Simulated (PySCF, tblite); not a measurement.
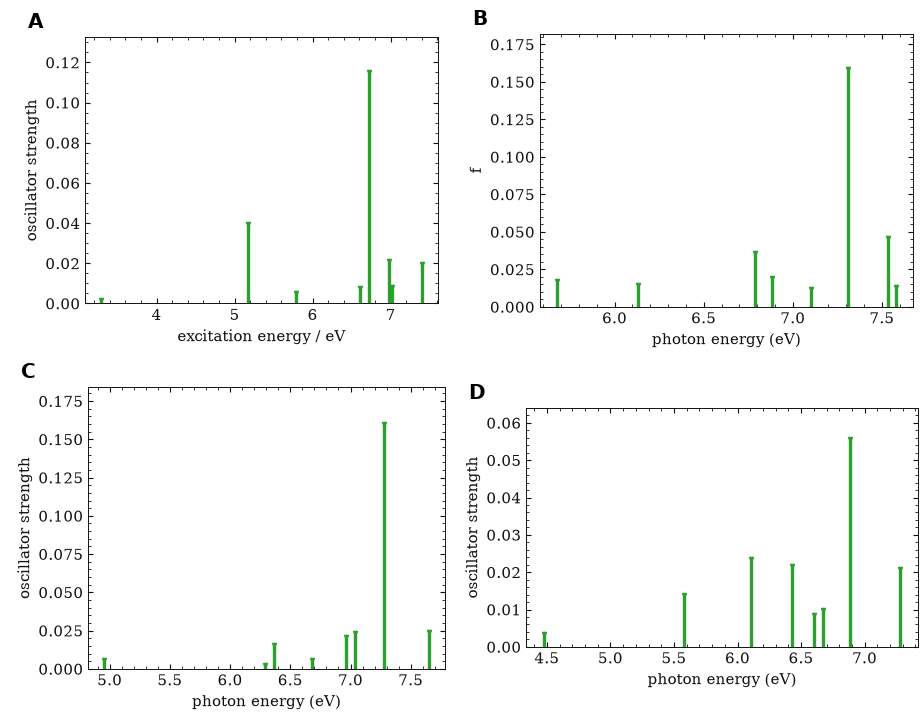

Vertical TDDFT excitations, ωB97X-D/def2-SVPD with PySCF 2.14.0, at a GFN2-xTB geometry (a minimum by its frequencies), gas phase. Each panel shows the lowest singlet states that were computed.

**Pair each panel with its molecule.**
1. BSi₃H₇O₃, SMILES O[Si@@H]1OB[SiH2]O[SiH2]1
2. C₂H₁₀B₂FP, SMILES CB(C)[B@@H-](F)[PH3+]
3. C₂H₉FSSi₂, SMILES CS[SiH2][C@H](F)[SiH3]
4. C₅H₇FO₂Si, SMILES C[C@@]1(F)C=CO[SiH2]C1=O

A: 4 (S1 at 3.29 eV, brightest at 6.72 eV)
B: 3 (S1 at 5.68 eV, brightest at 7.31 eV)
C: 2 (S1 at 4.96 eV, brightest at 7.28 eV)
D: 1 (S1 at 4.48 eV, brightest at 6.88 eV)

Limits of at least one run: core orbitals are frozen in the response; one conformer of a flexible molecule; the tight-binding geometry is rougher than a DFT one and adds to the error.
